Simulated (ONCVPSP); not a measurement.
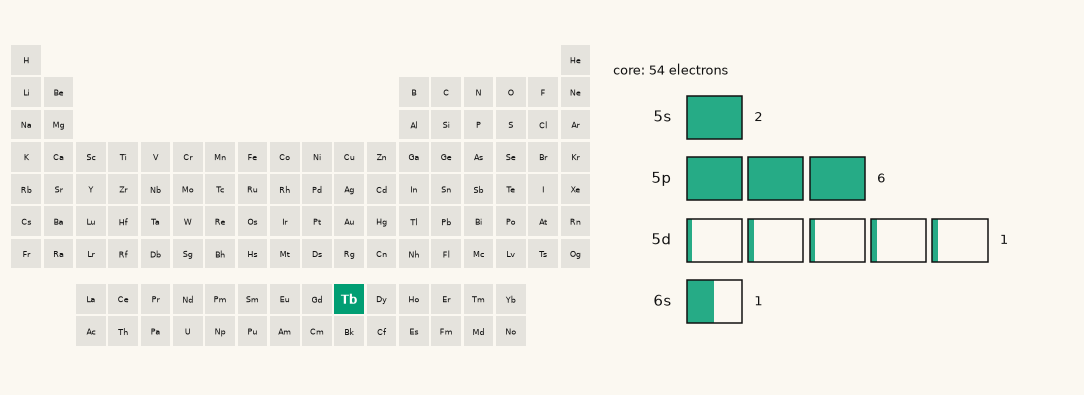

*Left, the place of terbium in the periodic table; right, the valence shells of the reference configuration: a box for each of the 2l + 1 orbitals, shaded by the share of the shell that is filled, with the electron count at the right. The shells are those of the unaltered input.*

Pseudopotential generation, with input and output: Tb

System: terbium (Tb, Z = 65), core [Kr] 4d10 4f8, reference valence 5s2 5p6 5d1 6s1 (an ion of charge +1), valence charge 11. (This line and the method describe the unaltered input from which the odd one was made.)
Method: ONCV potential, LDA (Perdew-Wang 92), scalar-relativistic, made with ONCVPSP 4.0.1.

### The input
```
# ATOM AND REFERENCE CONFIGURATION
# atsym  z   nc   nv     iexc    psfile
  Tb 65.00   10    4  -001012      upf
#
#   n    l    f
    1    0    2.00
    2    0    2.00
    2    1    6.00
    3    0    2.00
    3    1    6.00
    3    2   10.00
    4    0    2.00
    4    1    6.00
    4    2   10.00
    4    3    8.00
    5    0    2.00
    5    1    6.00
    5    2    1.00
    6    0    1.00
#
# PSEUDOPOTENTIAL AND OPTIMIZATION
# lmax
    2
#
#   l,   rc,      ep,       ncon, nbas, qcut
    0    2.25    0.00    4    8    5.00
    1    1.90    0.00    4    7    6.20
    2    3.75    0.00    4    8    4.10
#
# LOCAL POTENTIAL
# lloc, lpopt,  rc(5),   dvloc0
    4    1    1.60    0.00
#
# VANDERBILT-KLEINMAN-BYLANDER PROJECTORs
# l, nproj, debl
    0    2    2.80
    1    2    2.50
    2    3    2.00
#
# MODEL CORE CHARGE
# icmod, fcfact, rcfact
    3    0.00    0.00
#
# LOG DERIVATIVE ANALYSIS
# epsh1, epsh2, depsh
   -4.00    5.00    0.02
#
# OUTPUT GRID
# rlmax, drl
    6.00    0.01
#
# TEST CONFIGURATIONS
# ncnf
    4
# nvcnf
#   n    l    f
    4
    5    0    2.00
    5    1    6.00
    5    2    1.00
    6    0    2.00
#
    4
    5    0    2.00
    5    1    6.00
    5    2    1.00
    6    0    0.00
#
    4
    5    0    2.00
    5    1    6.00
    5    2    0.00
    6    0    0.00
#
    5
    5    0    2.00
    5    1    6.00
    5    2    1.00
    6    0    1.00
    6    1    1.00
#
```

Launched with:
```bash
oncvpsp.x < Tb.dat > Tb.out
```

### Output (extracts)
```
ONCVPSP  (Optimized Norm-Conservinng Vanderbilt PSeudopotential)
scalar-relativistic version 4.0.1

ONCVPSP  (Optimized Norm-Conservinng Vanderbilt PSeudopotential)
scalar-relativistic version 4.0.1 03/01/2019

While it is not required under the terms of the GNU GPL, it is
suggested that you cite D. R. Hamann, Phys. Rev. B 88, 085117 (2013)
in any publication utilizing these pseudopotentials.

test_data: must have fcfact>0.0 for icmod= 1 or 3
test_data: must have rcfact>0.0 for icmod= 3
ERROR: test_data found   2 ERROR; stopping
```

### Outcome

| quantity | value |
| --- | --- |
| outcome | refused by the program |
| hardware | 1 CPU thread, shared host |

### Diagnosis

One thing in this input was made wrong on purpose: model core set to icmod 3, fcfact 0.00, rcfact 0.00. The generator stopped with the message “test_data: must have fcfact>0.0 for icmod= 1 or 3”. The open f shell is frozen into the core, so the potential fits one valence alone and carries no f magnetism.
